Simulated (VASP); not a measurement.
Shape and ions are relaxed at each volume.

Energy against volume of Co (hcp). Level of theory: vdW-DF-cx, VASP's PBE PAW potentials (set 64) (plane waves; VASP 6.6.1).

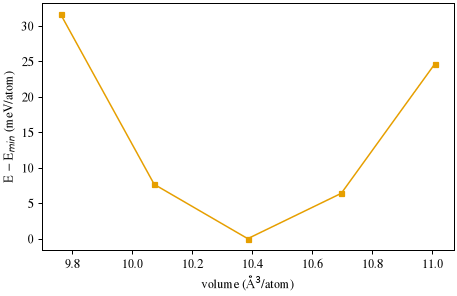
Fig. 1. Energy against volume

Task: Estimate the equilibrium volume and the bulk modulus.

Result: The minimum lies near 10.4 Å³/atom, and the curvature gives B0 of about 240 GPa.

Measured: bulk modulus 193 GPa at 0 K (computed value off by +23.5 %), as given by Vázquez-Parga, Fernández-Martínez, Viñes, J. Chem. Theory Comput. (2023), doi:10.1021/acs.jctc.3c00612, Supporting … [zero-point energy and finite temperature contributions removed].

The compound is Co in the hcp structure. It was relaxed first, which changed the volume by -6 %.
